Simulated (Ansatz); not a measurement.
# SrLi2SnSe4 (element-swapped structure): how the settings move a relaxation

Question: which choices in the input matter for SrLi2SnSe4 (element-swapped structure)?

Method: reference: DFT r2SCAN, plane waves, PAW, scalar-relativistic, no spin polarisation, in Ansatz 0.2.0.

## (1) Starting point

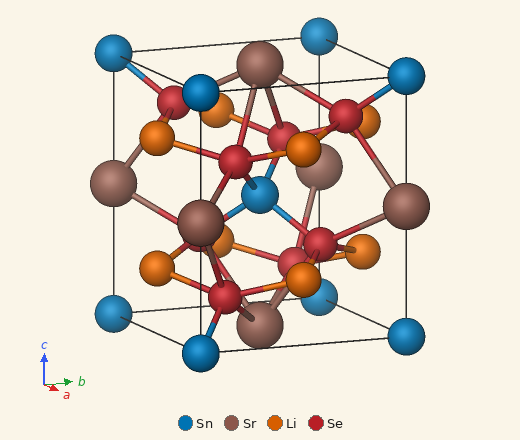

Start, viewed slightly off an axis; tin blue, strontium brown, lithium orange, selenium red. Atoms on the faces are drawn again on the opposite ones. The cell drawn here is the conventional one.

Coordinates:

```
Sn Sr Li Se
1.0
    -3.43202    3.43202    4.08091
     3.43202   -3.43202    4.08091
     3.43202    3.43202   -4.08091
Sn Sr Li Se
1 1 2 4
Direct
  0.00000 0.00000 0.00000
  0.50000 0.50000 0.00000
  0.25000 0.75000 0.50000
  0.75000 0.25000 0.50000
  0.03526 0.03526 0.41320
  0.96474 0.37794 0.00000
  0.62206 0.62206 0.58680
  0.37794 0.96474 0.00000
```

## (2) The reference run

The input, input.yaml:

```yaml
crystal:
  lattice:
    - [-3.432024, 3.432024, 4.080908]
    - [3.432024, -3.432024, 4.080908]
    - [3.432024, 3.432024, -4.080908]
  atoms:
    - { symbol: Sn, position: [0.0, 0.0, 0.0] }
    - { symbol: Sr, position: [0.5, 0.5, 0.0] }
    - { symbol: Li, position: [0.25, 0.75, 0.5] }
    - { symbol: Li, position: [0.75, 0.25, 0.5] }
    - { symbol: Se, position: [0.03526, 0.03526, 0.4132] }
    - { symbol: Se, position: [0.96474, 0.37794, 0.0] }
    - { symbol: Se, position: [0.62206, 0.62206, 0.5868] }
    - { symbol: Se, position: [0.37794, 0.96474, 0.0] }
  symmetry: { tolerance: 0.0003 }
kpoints:
  mp_grid: { grid: [4, 4, 4], shift: [0, 0, 0] }
magnetization:
  spin_polarized: false
scf:
  occupations: { method: cold, width: 0.0134 }
hamiltonian:
  pseudopotentials: { kind: paw }
  xc: r2scan
basis:
  ecutwfc: 500
output:
  forces: true
  stress: true
  eigenvalues: true
  write_density: true
  write_potential: true
  elf: true
  volumetric_format: npy
relax:
  max_steps: 40
  cell: {}
```

Command:

```sh
$ ansatz run input.yaml --threads 1 --pin off --max-ram 2560MiB --backend cpu --events-out ev --progress --plain --runs-dir out
```

Log (excerpt; [...] marks lines left out):

```text
Warning: RAYON_NUM_THREADS=1 ignored (pool sized by the plan → 1); use --threads N
[...]
Pseudopotentials: kind: paw
Pseudopotential: Sn, paw, valence charge 14, recommended cutoff 500 eV (meta_gga), Sn.paw.azcp
Pseudopotential: Sr, paw, valence charge 10, recommended cutoff 500 eV (meta_gga), Sr.paw.azcp
Pseudopotential: Li, paw, valence charge 3, recommended cutoff 500 eV (meta_gga), Li.paw.azcp
Pseudopotential: Se, paw, valence charge 16, recommended cutoff 500 eV (meta_gga), Se.paw.azcp
Functional definition: r2SCAN
[...]
Crystal: 8 atoms, lattice volume = 192.273 Å³
Basis set: ecut = 500 eV, 4903 PW (Γ), exchange–correlation on 192×192×192 points (64 copies of the dense FFT grid, shifted against one another)
Bands: 57, of which v1, the nominal top of the filled ones, is band 47 counted from 1 (46 counted from 0)
Symmetry: 8 space group operations
Space group: I-42m (ITA 121), of the structure as read, at distance tolerance 1.7e-3 Å
k-points: 13 of 64 (time reversal used)
[...]
SCF iter   1: F=—  HF=-31926.804281 eV  |F-HF|=—  |Δ(HF+E_count)|=         —  Δρ=4.39e-3  dr2=4.48e-2  dr2_τ=3.23e-2  ethr=1.77e-3  ⟨swp⟩=8.2  Hψ=3252  notcnv=0  defer=3
[...]
relax step   1: F+E_penalty+E_count = -31926.91598611 eV  Δ(F+E_penalty+E_count) = +0.000e0 eV  max|allowed force component| = 5.080e-1 eV/Å  Δτ_max = 0.0000 Å  P = +4.433 GPa  Ω = 192.273 Å³  (7 SCF iters, dr2 threshold 1.00e-7 eV, accepted)
[...]
  atom   3  Li     0.00000000    -0.00000000     0.00000000
  atom   4  Li     0.00000000     0.00000000     0.00000000
  atom   5  Se    -0.00034778    -0.00034778    -0.00254586
  atom   6  Se    -0.00034778     0.00034778     0.00254586
  atom   7  Se     0.00034778     0.00034778    -0.00254586
  atom   8  Se     0.00034778    -0.00034778     0.00254586
[...]
--- Stress (GPa, compression-positive) ---
        0.017953       0.000000       0.000000
       -0.000000       0.017953      -0.000000
       -0.000000      -0.000000      -0.006574
  P = ⅓ Tr σ = 0.0098 GPa (0.098 kbar)
--- Band table (eV; the first three rows and the last of 13) ---
[...]
--- Relaxed structure (5 steps of the walk, 5 accepted, 1 SCFs on fresh bases) ---
  F+E_penalty+E_count = -31927.13527202 eV   max|allowed force component| = 2.546e-3 eV/Å   (the final SCF, on the basis selected at the relaxed cell)
  cell:  # Å, volume = 205.6637 Å³
    - [-3.518877907312802, 3.518877907312802, 4.152304511734154]
    - [3.518877907312802, -3.518877907312802, 4.152304511734154]
    - [3.518877907312802, 3.518877907312802, -4.152304511734154]
  atoms:
    - { symbol: Sn, position: [6.192573259799875e-20, -8.813033691975884e-20, -3.948843934677787e-20] }
    - { symbol: Sr, position: [0.5, 0.5, -3.948843934677993e-20] }
    - { symbol: Li, position: [0.25, 0.75, 0.5] }
    - { symbol: Li, position: [0.75, 0.25, 0.5] }
    - { symbol: Se, position: [0.03412550798898428, 0.03412550798898428, 0.4165582391114576] }
    - { symbol: Se, position: [0.9658744920110158, 0.38243273112247356, 0.0] }
    - { symbol: Se, position: [0.6175672688775264, 0.6175672688775264, 0.5834417608885423] }
    - { symbol: Se, position: [0.38243273112247356, 0.9658744920110158, 0.0] }
```

Run time: 3.3 min. Hardware: 1 thread of Arm Neoverse V1, shared host; peak memory 0.95 GiB.

## (3) Changed: eigensolver.kind davidson

Edit input.yaml of step 2 so:

```diff
@@ -21,2 +21,3 @@
   occupations: { method: cold, width: 0.0134 }
+  eigensolver: { kind: davidson }
 hamiltonian:
```

Command:

```sh
$ ansatz run input.yaml --threads 1 --pin off --max-ram 2560MiB --backend cpu --events-out ev --progress --plain --runs-dir out
```

Log (excerpt; [...] marks lines left out):

```text
Warning: RAYON_NUM_THREADS=1 ignored (pool sized by the plan → 1); use --threads N
[...]
Pseudopotentials: kind: paw
Pseudopotential: Sn, paw, valence charge 14, recommended cutoff 500 eV (meta_gga), Sn.paw.azcp
Pseudopotential: Sr, paw, valence charge 10, recommended cutoff 500 eV (meta_gga), Sr.paw.azcp
Pseudopotential: Li, paw, valence charge 3, recommended cutoff 500 eV (meta_gga), Li.paw.azcp
Pseudopotential: Se, paw, valence charge 16, recommended cutoff 500 eV (meta_gga), Se.paw.azcp
Functional definition: r2SCAN
[...]
Crystal: 8 atoms, lattice volume = 192.273 Å³
Basis set: ecut = 500 eV, 4903 PW (Γ), exchange–correlation on 192×192×192 points (64 copies of the dense FFT grid, shifted against one another)
Bands: 57, of which v1, the nominal top of the filled ones, is band 47 counted from 1 (46 counted from 0)
Symmetry: 8 space group operations
[...]
  F+E_penalty+E_count = -31927.13527179 eV   max|allowed force component| = 2.589e-3 eV/Å   (the final SCF, on the basis selected at the relaxed cell)
  cell:  # Å, volume = 205.6641 Å³
    - [-3.5188764912603445, 3.5188764912603445, 4.152315816944623]
    - [3.5188764912603445, -3.5188764912603445, 4.152315816944623]
    - [3.5188764912603445, 3.5188764912603445, -4.152315816944623]
  atoms:
    - { symbol: Sn, position: [1.2592787336449144e-19, 2.675926495210598e-19, 1.2784382238519592e-19] }
    - { symbol: Sr, position: [0.49999999999999994, 0.49999999999999994, 1.2784382238519346e-19] }
    - { symbol: Li, position: [0.24999999999999997, 0.75, 0.5] }
    - { symbol: Li, position: [0.75, 0.24999999999999997, 0.5] }
    - { symbol: Se, position: [0.03412795312029043, 0.03412795312029043, 0.416559537420605] }
    - { symbol: Se, position: [0.9658720468797095, 0.38243158430031454, 0.0] }
    - { symbol: Se, position: [0.6175684156996853, 0.6175684156996853, 0.583440462579395] }
    - { symbol: Se, position: [0.38243158430031454, 0.9658720468797095, 0.0] }
```

Wall time 4.2 min (1 thread of Arm Neoverse V1, shared host); peak memory 0.96 GiB.

Energy and cycle count are those of the reference, so the change (solver) left the result and the number of cycles as they were.

## (4) Changed: occupations.method gaussian, occupations.width 0.005, mixing.algorithm broyden, mixing.beta 0.2

Edit input.yaml of step 2 so:

```diff
@@ -20,3 +20,4 @@
 scf:
-  occupations: { method: cold, width: 0.0134 }
+  occupations: { method: gaussian, width: 0.005 }
+  mixing: { algorithm: broyden, beta: 0.2 }
 hamiltonian:
```

Command:

```sh
$ ansatz run input.yaml --threads 1 --pin off --max-ram 2560MiB --backend cpu --events-out ev --progress --plain --runs-dir out
```

Log (excerpt; [...] marks lines left out):

```text
Warning: RAYON_NUM_THREADS=1 ignored (pool sized by the plan → 1); use --threads N
[...]
Pseudopotentials: kind: paw
Pseudopotential: Sn, paw, valence charge 14, recommended cutoff 500 eV (meta_gga), Sn.paw.azcp
Pseudopotential: Sr, paw, valence charge 10, recommended cutoff 500 eV (meta_gga), Sr.paw.azcp
Pseudopotential: Li, paw, valence charge 3, recommended cutoff 500 eV (meta_gga), Li.paw.azcp
Pseudopotential: Se, paw, valence charge 16, recommended cutoff 500 eV (meta_gga), Se.paw.azcp
Functional definition: r2SCAN
[...]
Crystal: 8 atoms, lattice volume = 192.273 Å³
Basis set: ecut = 500 eV, 4903 PW (Γ), exchange–correlation on 192×192×192 points (64 copies of the dense FFT grid, shifted against one another)
Bands: 57, of which v1, the nominal top of the filled ones, is band 47 counted from 1 (46 counted from 0)
Symmetry: 8 space group operations
[...]
  F+E_penalty+E_count = -31927.13527201 eV   max|allowed force component| = 2.584e-3 eV/Å   (the final SCF, on the basis selected at the relaxed cell)
  cell:  # Å, volume = 205.6657 Å³
    - [-3.5188839957348823, 3.5188839957348823, 4.152331457610548]
    - [3.5188839957348823, -3.5188839957348823, 4.152331457610548]
    - [3.5188839957348823, 3.5188839957348823, -4.152331457610548]
  atoms:
    - { symbol: Sn, position: [-5.479581947819828e-20, -1.9596699014293087e-19, -1.4117117066473258e-19] }
    - { symbol: Sr, position: [0.5, 0.5, -1.4117117066473465e-19] }
    - { symbol: Li, position: [0.25, 0.7500000000000001, 0.5000000000000001] }
    - { symbol: Li, position: [0.7500000000000001, 0.25, 0.5000000000000001] }
    - { symbol: Se, position: [0.03412296590971284, 0.03412296590971284, 0.41655356979050784] }
    - { symbol: Se, position: [0.9658770340902871, 0.3824306038807949, 0.0] }
    - { symbol: Se, position: [0.617569396119205, 0.617569396119205, 0.5834464302094923] }
    - { symbol: Se, position: [0.3824306038807949, 0.9658770340902871, 0.0] }
```

It took 3.9 min on 1 thread of Arm Neoverse V1, shared host; peak memory 0.92 GiB.

The changed input (smearing and mixing) leaves the energy the same to the digits printed.

## (5) Variant: n_extra_bands 32

Edit input.yaml of step 2 so:

```diff
@@ -21,2 +21,3 @@
   occupations: { method: cold, width: 0.0134 }
+  n_extra_bands: 32
 hamiltonian:
@@ -30,6 +31,2 @@
   eigenvalues: true
-  write_density: true
-  write_potential: true
-  elf: true
-  volumetric_format: npy
 relax:
```

Command:

```sh
$ ansatz run input.yaml --threads 1 --pin off --max-ram 2560MiB --backend cpu --events-out ev --progress --plain --runs-dir out
```

Log (excerpt; [...] marks lines left out):

```text
Warning: RAYON_NUM_THREADS=1 ignored (pool sized by the plan → 1); use --threads N
scf.n_extra_bands = 32 over 47 filled bands (N_el = 94.0): the run solves 79 bands
[...]
Pseudopotentials: kind: paw
Pseudopotential: Sn, paw, valence charge 14, recommended cutoff 500 eV (meta_gga), Sn.paw.azcp
Pseudopotential: Sr, paw, valence charge 10, recommended cutoff 500 eV (meta_gga), Sr.paw.azcp
Pseudopotential: Li, paw, valence charge 3, recommended cutoff 500 eV (meta_gga), Li.paw.azcp
Pseudopotential: Se, paw, valence charge 16, recommended cutoff 500 eV (meta_gga), Se.paw.azcp
Functional definition: r2SCAN
[...]
Crystal: 8 atoms, lattice volume = 192.273 Å³
Basis set: ecut = 500 eV, 4903 PW (Γ), exchange–correlation on 192×192×192 points (64 copies of the dense FFT grid, shifted against one another)
Bands: 79, of which v1, the nominal top of the filled ones, is band 47 counted from 1 (46 counted from 0)
[...]
--- Relaxed structure (5 steps of the walk, 5 accepted, 1 SCFs on fresh bases) ---
  F+E_penalty+E_count = -31927.13527181 eV   max|allowed force component| = 2.569e-3 eV/Å   (the final SCF, on the basis selected at the relaxed cell)
  cell:  # Å, volume = 205.6642 Å³
    - [-3.518877773563798, 3.518877773563798, 4.152316331305119]
    - [3.518877773563798, -3.518877773563798, 4.152316331305119]
    - [3.518877773563798, 3.518877773563798, -4.152316331305119]
  atoms:
    - { symbol: Sn, position: [2.621344355484724e-19, 2.537431421872831e-19, -6.861116336502645e-20] }
    - { symbol: Sr, position: [0.5, 0.5, -6.861116336502971e-20] }
    - { symbol: Li, position: [0.25, 0.75, 0.5] }
    - { symbol: Li, position: [0.75, 0.25, 0.5] }
    - { symbol: Se, position: [0.03412813573071219, 0.03412813573071219, 0.41656013859103797] }
    - { symbol: Se, position: [0.9658718642692881, 0.3824320028603259, 0.0] }
    - { symbol: Se, position: [0.6175679971396744, 0.6175679971396744, 0.5834398614089621] }
    - { symbol: Se, position: [0.3824320028603259, 0.9658718642692881, 0.0] }
```

Run time: 4.1 min. Hardware: 1 thread of Arm Neoverse V1, shared host; peak memory 0.94 GiB.

With the changed band count the energy agrees within 0.5 meV/atom.

## (6) Changing settings: dr2_threshold 1.0e-05, xc_grid 1

Edit input.yaml of step 2 so:

```diff
@@ -21,2 +21,3 @@
   occupations: { method: cold, width: 0.0134 }
+  convergence: { dr2_threshold: 1.0e-05 }
 hamiltonian:
@@ -26,2 +27,3 @@
   ecutwfc: 500
+  xc_grid: 1
 output:
@@ -30,6 +32,2 @@
   eigenvalues: true
-  write_density: true
-  write_potential: true
-  elf: true
-  volumetric_format: npy
 relax:
```

Command:

```sh
$ ansatz run input.yaml --threads 1 --pin off --max-ram 2560MiB --backend cpu --events-out ev --progress --plain --runs-dir out
```

Log (excerpt; [...] marks lines left out):

```text
Warning: scf.convergence.dr2_threshold = 1e-5 eV is looser than this run's default, which is 1e-7 eV or tighter. The error in the forces grows as the threshold's square root, so leave the key out unless less accurate forces are enough
Warning: relax.cell: scf.convergence.dr2_threshold = 1e-5 eV is looser than the 8e-10 eV advised for a relaxation that steers and ends on the stress (1e-10 eV for each atom of the cell: 8). What an SCF threshold leaves in a stress goes as its square root, and in the free energy as the [...]
Warning: RAYON_NUM_THREADS=1 ignored (pool sized by the plan → 1); use --threads N
[...]
Pseudopotentials: kind: paw
Pseudopotential: Sn, paw, valence charge 14, recommended cutoff 500 eV (meta_gga), Sn.paw.azcp
Pseudopotential: Sr, paw, valence charge 10, recommended cutoff 500 eV (meta_gga), Sr.paw.azcp
Pseudopotential: Li, paw, valence charge 3, recommended cutoff 500 eV (meta_gga), Li.paw.azcp
Pseudopotential: Se, paw, valence charge 16, recommended cutoff 500 eV (meta_gga), Se.paw.azcp
Functional definition: r2SCAN
[...]
Crystal: 8 atoms, lattice volume = 192.273 Å³
Basis set: ecut = 500 eV, 4903 PW (Γ)
[...]
--- Stress (GPa, compression-positive) ---
        0.016412       0.000000       0.000000
        0.000000       0.016412      -0.000000
        0.000000      -0.000000      -0.005999
  P = ⅓ Tr σ = 0.0089 GPa (0.089 kbar)
--- Band table (eV; the first three rows and the last of 13) ---
[...]
--- Relaxed structure (5 steps of the walk, 5 accepted, 1 SCFs on fresh bases) ---
  F+E_penalty+E_count = -31927.13537947 eV   max|allowed force component| = 2.013e-3 eV/Å   (the final SCF, on the basis selected at the relaxed cell)
  cell:  # Å, volume = 205.7084 Å³
    - [-3.518653036471341, 3.518653036471341, 4.153738939654511]
    - [3.518653036471341, -3.518653036471341, 4.153738939654511]
    - [3.518653036471341, 3.518653036471341, -4.153738939654511]
  atoms:
    - { symbol: Sn, position: [8.979081629788678e-20, 5.844686756638236e-20, 1.5820056013303226e-19] }
    - { symbol: Sr, position: [0.5, 0.5, 1.5820056013302913e-19] }
    - { symbol: Li, position: [0.25, 0.75, 0.5] }
    - { symbol: Li, position: [0.75, 0.25, 0.5] }
    - { symbol: Se, position: [0.03427609961818728, 0.03427609961818728, 0.41663117106009645] }
    - { symbol: Se, position: [0.9657239003818128, 0.3823550714419092, 0.0] }
    - { symbol: Se, position: [0.6176449285580908, 0.6176449285580908, 0.5833688289399036] }
    - { symbol: Se, position: [0.3823550714419092, 0.9657239003818128, 0.0] }
```

Run time: 2.4 min. Hardware: 1 thread of Arm Neoverse V1, shared host; peak memory 0.54 GiB.

Changing the convergence setting and numerical grids leaves the energy as it was (0.0 meV/atom).

## (7) All runs together

```
                                                                                               run     ending       energy change  pressure (GPa)  gap (eV)  force (eV/Å)  cycles     time
                                                                                         reference  converged                   0             0.0      2.09          0.00      40  3.3 min
                                                                      1: eigensolver.kind davidson  converged        0.0 meV/atom             0.0      2.09          0.00      40  4.2 min
2: occupations.method gaussian, occupations.width 0.005, mixing.algorithm broyden, mixing.beta 0.2  converged  0.0 meV/atom (σ→0)             0.0      2.09          0.00       -  3.9 min
                                                                               3: n_extra_bands 32  converged        0.0 meV/atom             0.0      2.09          0.00      38  4.1 min
                                                               4: dr2_threshold 1.0e-05, xc_grid 1  converged        0.0 meV/atom             0.0      2.09          0.00      24  2.4 min
```

Times don't compare one to one where runs were asked for different outputs or read a saved state (see the inputs); cycles may leave out searches for a lower state.

**Reading.** Of the converged runs whose energies compare with the reference's, none moves it noticeably.

The gaps are Kohn-Sham values of a semilocal functional, not quasiparticle or optical gaps. Such gaps usually fall short of the measured ones.
